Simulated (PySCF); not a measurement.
# One shape, several levels: GaSi2NH8 (SMILES [SiH3][N]([SiH3])[GaH2])

Aim: a comparison of 4 runs (HF/3-21G, B3LYP/6-31G*, SVWN5/cc-pVDZ, PBE0/def2-SVP) of GaSi2NH8. 

The results are computed with PySCF 2.14.0.

## (1) Starting point

The species is GaSi2NH8 (12 atoms), meant as a singlet with charge 0. SMILES: `[SiH3][N]([SiH3])[GaH2]`. Geometry: relaxed at PBE0-D4/def2-TZVP.

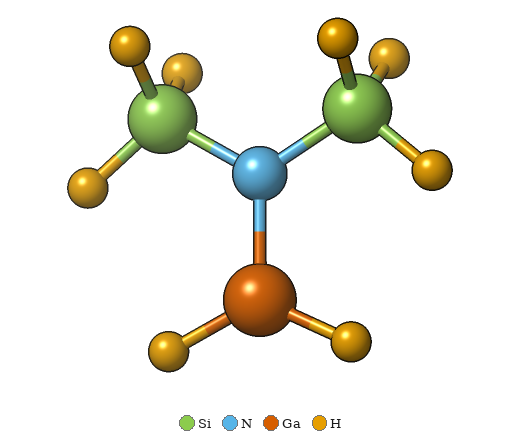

The structure, seen from a chosen angle (silicon green, nitrogen blue, gallium orange, hydrogen amber).

## (2) Energy and gradient at HF/3-21G (run 1)

The input, calc.py:

```python
# [SiH3][N]([SiH3])[GaH2]
import pyscf.grad
from pyscf import gto

system = gto.M(
    atom='''
Si    -0.429400     1.399100    -0.800200
N     -0.056200    -0.119500    -0.048700
Si     1.016100    -0.143500     1.315000
Ga    -0.791900    -1.694500    -0.694600
H     -1.391400     1.175200    -1.909700
H     -1.030100     2.343900     0.182400
H      0.798600     2.042600    -1.344700
H      1.206100    -1.545900     1.766200
H      2.341000     0.437400     0.959500
H      0.465000     0.659300     2.442100
H     -1.741300    -1.554600    -1.923600
H     -0.386500    -2.999500     0.056400
''',
    charge=0,
    verbose=3,
    max_memory=1860,
    basis='3-21g',
)

calc0 = system.RHF()
calc0.conv_tol = 1e-10
calc0.kernel()
if not calc0.converged:
    calc0 = calc0.newton().run(calc0.mo_coeff, calc0.mo_occ)

e_tot = calc0.e_tot
print('Final energy', e_tot)
grad = calc0.Gradients().kernel()
calc0.analyze()
```

Command:

```
$ OMP_NUM_THREADS=1 python calc.py
```

What it wrote:

```text
converged SCF energy = -2547.46264059396
[... 12 lines left out ...]
MO #3   energy= -68.3138578233752  occ= 2
[... 6 lines left out ...]
MO #10  energy= -6.1202767152423   occ= 2
[... 6 lines left out ...]
MO #17  energy= -4.21596201661731  occ= 2
[... 6 lines left out ...]
MO #24  energy= -1.11345818245521  occ= 2
[... 6 lines left out ...]
MO #31  energy= -0.525279487692104 occ= 2
[... 6 lines left out ...]
MO #38  energy= 0.0540970966566383 occ= 0
[... 6 lines left out ...]
MO #45  energy= 0.225471087751279  occ= 0
[... 6 lines left out ...]
MO #52  energy= 0.407861392413418  occ= 0
[... 6 lines left out ...]
MO #59  energy= 0.593502253712598  occ= 0
[... 6 lines left out ...]
MO #66  energy= 1.37503250294784   occ= 0
[... 6 lines left out ...]
MO #73  energy= 2.59757416211656   occ= 0
[... 13 lines left out ...]
Dipole moment(X, Y, Z, Debye): -0.32006, -0.68354, -0.27972
```

Wall time 6.6 s (1 thread of Arm Neoverse N1, shared host); peak memory 0.15 GiB.

## (3) Energy and gradient at B3LYP/6-31G(d) (spherical functions) (run 2)

The input, run.py:

```python
# [SiH3][N]([SiH3])[GaH2]
import pyscf.grad
from pyscf import gto, dft

mol = gto.M(
    atom='''
Si    -0.811448     2.643916    -1.512159
N     -0.106203    -0.225822    -0.092030
Si     1.920151    -0.271176     2.484990
Ga    -1.496474    -3.202141    -1.312604
H     -2.629365     2.220806    -3.608810
H     -1.946607     4.429329     0.344686
H      1.509135     3.859955    -2.541115
H      2.279199    -2.921328     3.337634
H      4.423849     0.826566     1.813192
H      0.878723     1.245896     4.614900
H     -3.290580    -2.937768    -3.635077
H     -0.730379    -5.668234     0.106581
''',
    max_memory=1860,
    unit='bohr',
    basis='6-31g*',
    verbose=4,
    charge=0,
    spin=0,
)

mf = dft.RKS(mol)
mf.xc = 'b3lyp'
mf.grids.level = 5
mf.conv_tol = 1e-10
mf.kernel()
if not mf.converged:
    mf = mf.newton().run(mf.mo_coeff, mf.mo_occ)

e_final = mf.e_tot
print('Final energy', e_final)
grad = mf.Gradients().kernel()
mf.analyze()
```

Command:

```
$ OMP_NUM_THREADS=1 python run.py
```

What it wrote:

```text
PySCF version 2.14.0

[... 99 lines left out ...]
Two-electron Coulomb Energy =         1541.662271705450166
[... 10 lines left out ...]
MO #8   energy= -14.313488082749   occ= 2
[... 8 lines left out ...]
MO #17  energy= -3.64433349955987  occ= 2
[... 8 lines left out ...]
MO #26  energy= -0.802782050790797 occ= 2
[... 8 lines left out ...]
MO #35  energy= -0.321799290674489 occ= 2
[... 8 lines left out ...]
MO #44  energy= 0.064793810751453  occ= 0
[... 8 lines left out ...]
MO #53  energy= 0.208960960008354  occ= 0
[... 8 lines left out ...]
MO #62  energy= 0.447926505772161  occ= 0
[... 8 lines left out ...]
MO #71  energy= 0.687981355579426  occ= 0
[... 8 lines left out ...]
MO #80  energy= 1.10426966966351   occ= 0
[... 8 lines left out ...]
MO #89  energy= 1.85456506787218   occ= 0
[... 8 lines left out ...]
MO #98  energy= 2.99853285693306   occ= 0
[... 74 lines left out ...]
pop of  3 Ga 4dxy         0.00249
pop of  3 Ga 4dyz         0.00316
pop of  3 Ga 4dz^2        0.00177
pop of  3 Ga 4dxz         0.00200
pop of  3 Ga 4dx2-y2      0.00259
pop of  3 Ga 5dxy         0.00123
pop of  3 Ga 5dyz         0.00135
pop of  3 Ga 5dz^2        0.00085
pop of  3 Ga 5dxz         0.00088
pop of  3 Ga 5dx2-y2      0.00106
pop of  4 H 1s            1.09570
pop of  4 H 2s            0.00238
pop of  5 H 1s            1.10784
pop of  5 H 2s            0.00290
pop of  6 H 1s            1.10840
pop of  6 H 2s            0.00294
pop of  7 H 1s            1.09569
pop of  7 H 2s            0.00238
pop of  8 H 1s            1.10802
pop of  8 H 2s            0.00291
pop of  9 H 1s            1.10824
pop of  9 H 2s            0.00293
pop of  10 H 1s           1.04440
pop of  10 H 2s           0.00258
pop of  11 H 1s           1.04439
pop of  11 H 2s           0.00258
 ** Mulliken atomic charges  **
charge of    0Si =      0.60387
charge of    1N =     -0.78034
charge of    2Si =      0.60386
charge of    3Ga =      0.30690
charge of    4H =     -0.09808
charge of    5H =     -0.11074
charge of    6H =     -0.11134
charge of    7H =     -0.09807
charge of    8H =     -0.11093
charge of    9H =     -0.11118
charge of   10H =     -0.04698
charge of   11H =     -0.04697
Dipole moment(X, Y, Z, Debye): -0.23707, -0.50599, -0.20706
```

Wall time 95 s (1 thread of Arm Neoverse N1, shared host); peak memory 0.97 GiB.

Run 3 isn't shown in full; the table further down has it.

## (4) Energy and forces at PBE0/def2-SVP (run 4)

The input, calc.py:

```python
# [SiH3][N]([SiH3])[GaH2]
from pyscf import gto, dft

mol = gto.M(
    atom='''
Si      -0.429400       1.399100      -0.800200
N       -0.056200      -0.119500      -0.048700
Si       1.016100      -0.143500       1.315000
Ga      -0.791900      -1.694500      -0.694600
H       -1.391400       1.175200      -1.909700
H       -1.030100       2.343900       0.182400
H        0.798600       2.042600      -1.344700
H        1.206100      -1.545900       1.766200
H        2.341000       0.437400       0.959500
H        0.465000       0.659300       2.442100
H       -1.741300      -1.554600      -1.923600
H       -0.386500      -2.999500       0.056400
''',
    basis='def2-svp',
    spin=0,
    verbose=4,
    max_memory=1860,
    charge=0,
)

myscf = dft.RKS(mol, xc='pbe0')
myscf.conv_tol = 1e-10
myscf.grids.level = 5
myscf.kernel()
if not myscf.converged:
    myscf = myscf.newton().run(myscf.mo_coeff, myscf.mo_occ)

energy = myscf.e_tot
print(f'total energy: {energy:.8f} hartree')
grad = myscf.nuc_grad_method().kernel()
dip = myscf.dip_moment()
pop, q = myscf.mulliken_pop()
```

Command:

```
$ OMP_NUM_THREADS=1 python calc.py
```

What it wrote:

```text
PySCF version 2.14.0

[... 79 lines left out ...]
converged SCF energy = -2562.38946116118
total energy: -2562.38946116 hartree
[... 12 lines left out ...]
Dipole moment(X, Y, Z, Debye): -0.31865, -0.67885, -0.27733
[... 96 lines left out ...]
pop of  6 H 2py           0.00212
pop of  6 H 2pz           0.00180
pop of  7 H 1s            0.73539
pop of  7 H 2s            0.33320
pop of  7 H 2px           0.00101
pop of  7 H 2py           0.00711
pop of  7 H 2pz           0.00151
pop of  8 H 1s            0.73576
pop of  8 H 2s            0.33759
pop of  8 H 2px           0.00636
pop of  8 H 2py           0.00194
pop of  8 H 2pz           0.00106
pop of  9 H 1s            0.73589
pop of  9 H 2s            0.33673
pop of  9 H 2px           0.00166
pop of  9 H 2py           0.00289
pop of  9 H 2pz           0.00482
pop of  10 H 1s           0.69275
pop of  10 H 2s           0.37973
pop of  10 H 2px          0.00280
pop of  10 H 2py          0.00092
pop of  10 H 2pz          0.00436
pop of  11 H 1s           0.69274
pop of  11 H 2s           0.37972
pop of  11 H 2px          0.00108
pop of  11 H 2py          0.00484
pop of  11 H 2pz          0.00216
 ** Mulliken atomic charges  **
charge of    0Si =      0.48225
charge of    1N =     -0.75442
charge of    2Si =      0.48220
charge of    3Ga =      0.43690
charge of    4H =     -0.07821
charge of    5H =     -0.08266
charge of    6H =     -0.08205
charge of    7H =     -0.07821
charge of    8H =     -0.08271
charge of    9H =     -0.08199
charge of   10H =     -0.08056
charge of   11H =     -0.08055
```

Wall time 99 s (1 thread of Arm Neoverse N1, shared host); peak memory 1.3 GiB.

## (5) All runs side by side

| run | level | integration grid | energy (Eh) | dipole moment (D) | HOMO energy (eV) | LUMO energy (eV) | wall time |
| --- | --- | --- | --- | --- | --- | --- | --- |
| 1 | HF/3-21G | – | -2547.462641 | 0.80 | -10.37 | 1.47 | 6.6 s |
| 2 | B3LYP/6-31G* (spherical functions) | 5 | -2563.205384 | 0.60 | -7.38 | -1.53 | 95 s |
| 3 | SVWN5/cc-pVDZ | 5 | -2557.528483 | 0.54 | -6.47 | -2.29 | 79 s |
| 4 | PBE0/def2-SVP | 5 | -2562.389461 | 0.80 | -7.70 | -1.30 | 99 s |

## (6) What came out

```
                       quantity           value
            run 4: total energy  -2562.38946 Eh
           run 4: dipole moment          0.80 D
             run 4: HOMO energy        -7.70 eV
             run 4: LUMO energy        -1.30 eV
           run 4: HOMO–LUMO gap         6.40 eV
run 4: largest force on an atom      0.491 eV/Å
```

The dipole moment (its size) runs from 0.54 D (SVWN5/cc-pVDZ) to 0.80 D (HF/3-21G). The two ends differ in method and basis. The HOMO–LUMO gap runs from 4.19 eV (SVWN5/cc-pVDZ) to 11.84 eV (HF/3-21G). Totals of different functionals can't be ranked against each other. All runs together took 4.7 min, the longest 99 s.
